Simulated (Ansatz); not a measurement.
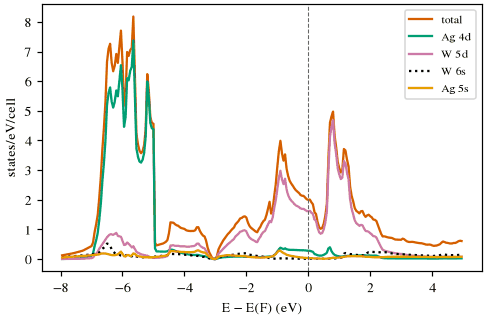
*Total and projected density of states of AgW (rock salt, Fm-3m), r²SCAN (plane waves, PAW; program Ansatz)*

Task: Which orbitals carry the states next to the Fermi level?

Result: Within 0.5 eV of the Fermi level: W 5d 80 %, Ag 4d 13 %. Projections are on Löwdin-orthogonalised atomic valence shells; empty p or d shells of many metals are not among them.

Task: Where is the tallest occupied peak in this window, and what makes it?

Result: Near -5.7 eV, about 8.2 states/eV per cell; the largest projected share is Ag 4d.

The start of the workflow was typed in or built on a structure type; neither database checked (COD, Materials Project) lists it. Its standing as an ambient phase is unchecked. The r²SCAN relaxation kept the symmetry of its start. At this level the phase is mechanically unstable. The run is not spin-polarised. Its formation energy is positive at this level, so the cell may be metastable or incomplete. Spin–orbit coupling is left out wherever it is not named.

Potentials: the earlier of the program's two PAW sets.
